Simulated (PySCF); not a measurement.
## Electronic structure of C₇H₁₄F₂Si in real space

```xyz
24

C    -2.0351    1.1584    0.6390
C    -1.6921    0.3551   -0.6093
C    -2.9295   -0.3124   -1.1932
F    -1.2323    1.2787   -1.5725
Si   -0.2653   -0.9119   -0.3361
F    -0.9604   -2.1806    0.4037
C     1.0797   -0.2443    0.8105
C     2.3750   -1.0828    0.8287
C     3.0579   -0.0164   -0.0355
C     1.8906    0.9393    0.2407
H    -1.1730    1.7374    0.9624
H    -2.3305    0.4833    1.4374
H    -2.8539    1.8465    0.4339
H    -2.6871   -0.7943   -2.1373
H    -3.7116    0.4237   -1.3718
H    -3.2968   -1.0637   -0.5005
H     0.2044   -1.4347   -1.6103
H     0.6733   -0.0593    1.8079
H     2.3107   -2.0807    0.4004
H     2.8070   -1.1601    1.8248
H     3.1207   -0.3050   -1.0827
H     4.0388    0.3147    0.2993
H     2.1281    1.6873    0.9958
H     1.4695    1.4416   -0.6276
```

Geometry: GFN2-xTB.

Theory: PySCF 2.14.0, PBE0/pcSseg-1, SCF density, gas phase, non-relativistic.

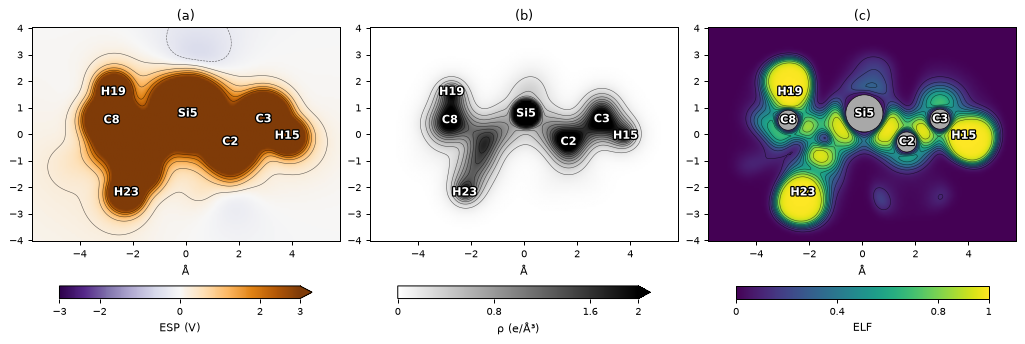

Figure 1. (a) molecular electrostatic potential; (b) total electron density; (c) electron localisation function on the plane of atoms C2, C3 and H15. Grey discs cover the atomic cores in the ELF map.

Q: Read the bonding off the picture.

A: Atoms in the plane: C, Si and H. C–C (1.52 Å): ρ at the midpoint is about 1.7 e/Å³; the ELF peaks at about 0.95 between the atoms: localised, covalent bonding. C–H (1.09 Å): ρ is about 2 e/Å³ halfway; the ELF climbs to about 1 towards the hydrogen, as it does in any bond to H: an ordinary covalent bond to hydrogen. Outside the dense part of the molecule the potential is most negative (−0.5 V) near F6, which lies off the plane.

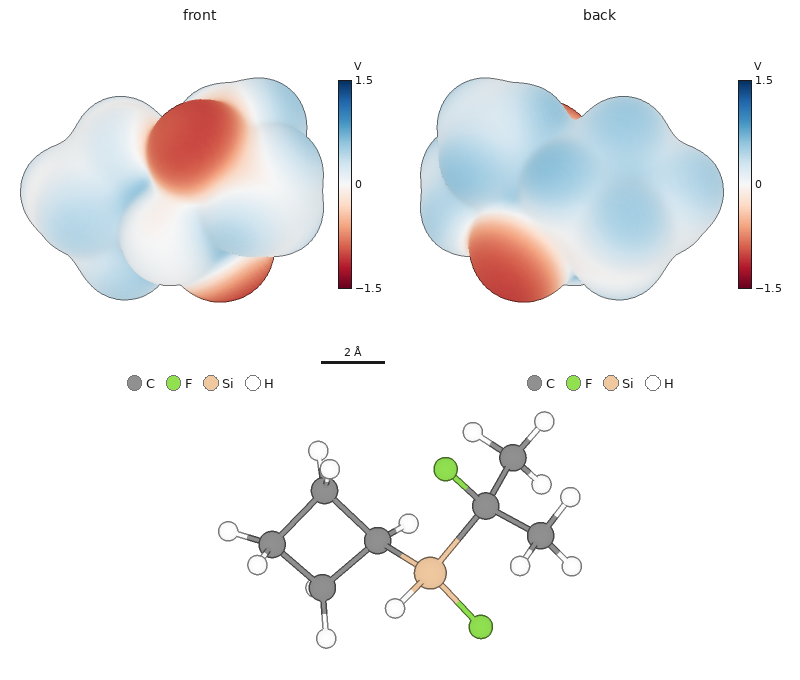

Figure 2. The electrostatic potential painted on the density surface at 0.001 e/bohr³, seen from the front and from behind; red is negative and blue positive. The bare structure is drawn below in the same view.

Q: Where is the surface potential most negative and most positive?

A: The most negative region (about −1.0 V) lies over F4 and F6, the most positive (about +0.6 V) over Si5, H12 and H18.

Q: What dipole moment does the calculation give?

A: Its dipole moment is 1.22 D.
